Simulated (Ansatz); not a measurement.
Converging the plane-wave cutoff: VOs (P4mm, 2 atoms in the cell)

```yaml
crystal:
  lattice:
    - [3.00149, 0.00000, 0.00000]
    - [0.00000, 3.00149, 0.00000]
    - [0.00000, 0.00000, 3.00149]
  atoms:
    - { symbol: V, position: [0.00000, 0.00000, 0.01666], spin: 2.0 }
    - { symbol: Os, position: [0.50000, 0.50000, 0.50000] }
```
(The spins are starting values, not results.)

Level of theory: LDA (PW92), default PAW files made with PBE (plane waves; Ansatz, a first-principles code).

Base settings: basis.ecutwfc = 30.9 Ry; kpoints.mp_grid.grid = 9 9 9; hamiltonian.xc = lda; hamiltonian.pseudopotentials = {kind: paw} (the program's default PAW files); magnetization.spin_polarized = true; scf.occupations.method = fermi_dirac; scf.occupations.width = 0.0073 Ry.

The second cell is the first with its lattice scaled by 0.98.

The mesh stays at the base's, so the ladder's end is converged at best in this setting alone.

The first pressure column holds Ansatz's estimate of the finite-basis (Pulay) stress, which hides part of the cutoff error; the other is without it.

Only quantities that move along the ladder and can be compared are tabulated.

The count of work is k-points × plane waves × bands × iterations; it is no time. Core times come from one kind of shared machine, to one figure; runs under 30 s give none.

The starting cell comes from a database of computed structures (which also holds hypothetical and non-ambient phases and stackings), without a prior relaxation at this level. Its lattice was rescaled by up to half a per cent. One atom was moved a little off its site on purpose. The starting moments vanished: the run ended non-magnetic, which need not be the lowest state. The program warned that a starting moment was not kept. In the base run, with a pressure of about -10 GPa the cell is away from its equilibrium volume at this level.

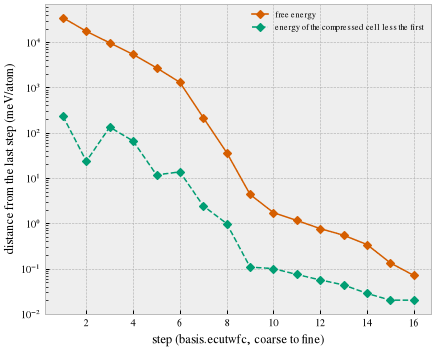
*Distance from the last step along the ladder; very small values are drawn at a floor.*

| basis.ecutwfc | free energy less the last step's (meV/atom) | energy of the compressed cell less the first (meV/atom) | pressure (GPa) | pressure without the Pulay estimate (GPa) | largest difference of a force vector from the last step's (eV/Å) | count of work / last | core time / last (rough) |
|---|---|---|---|---|---|---|---|
| 10.7 Ry | 34594.78 | -233.81 | -58.99 | -1204.16 | 1.142 | 0.020 | – |
| 12.5 Ry | 17412.09 | -25.05 | -61.74 | -733.67 | 0.876 | 0.074 | – |
| 14 Ry | 9650.77 | -134.27 | -31.77 | -470.24 | 0.605 | 0.036 | – |
| 15.4 Ry | 5359.61 | -67.30 | -17.32 | -300.28 | 0.420 | 0.035 | – |
| 16.9 Ry | 2712.48 | -13.29 | -10.60 | -178.80 | 0.124 | 0.10 | – |
| 18.4 Ry | 1294.20 | 12.05 | -6.14 | -103.08 | 0.010 | 0.13 | – |
| 21.7 Ry | 214.59 | 0.81 | -9.84 | -31.26 | 0.010 | 0.16 | – |
| 24.6 Ry | 36.47 | -2.59 | -9.78 | -14.43 | 0.000 | 0.19 | – |
| 27.9 Ry | 4.33 | -1.50 | -9.68 | -10.17 | 0.000 | 0.24 | – |
| 30.9 Ry | 1.72 | -1.51 | -9.66 | -9.73 | 0.000 | 0.27 | – |
| 33.8 Ry | 1.15 | -1.54 | -9.67 | -9.71 | 0.000 | 0.32 | 0.4 |
| 37.1 Ry | 0.76 | -1.55 | -9.67 | -9.69 | 0.000 | 0.38 | 0.4 |
| 41.5 Ry | 0.54 | -1.57 | -9.67 | -9.69 | 0.000 | 0.41 | 0.4 |
| 46.3 Ry | 0.34 | -1.58 | -9.68 | -9.69 | 0.000 | 0.49 | 0.6 |
| 54 Ry | 0.13 | -1.60 | -9.68 | -9.68 | 0.000 | 0.64 | 0.7 |
| 61.7 Ry | 0.07 | -1.60 | -9.68 | -9.69 | 0.000 | 0.78 | 0.8 |
| 74.2 Ry | 0.00 | -1.61 | -9.68 | -9.68 | 0.000 | 1.0 | 1 |

Coarsest basis.ecutwfc that holds the forces within 0.02 eV/Å of the last step, with all finer ones: 18.4 Ry, at 0.13 of the last step's count of work; the step before is off by 0.12 eV/Å.

Coarsest basis.ecutwfc that holds the energy of the compressed cell less the first within 0.5 meV/atom of the last step, with all finer ones: 27.9 Ry, at 0.24 of the last step's count of work; the step before is off by 0.98 meV/atom.

Coarsest basis.ecutwfc that holds the free energy within 1 meV/atom of the last step, with all finer ones: 37.1 Ry, at 0.38 of the last step's count of work and about 0.4 of the last step's time; the step before is off by 1.2 meV/atom.

The energy difference between the two cells stays within 1 meV/atom of the last step's from 24.6 Ry on, the total only from 37.1 Ry on: much of the error is common to both cells and cancels.

At the lowest cutoff the pressure without the Pulay estimate lies 1190 GPa under the last step's, the usual sign of Pulay stress in an incomplete plane-wave basis.

Keys are those of Ansatz 0.2.
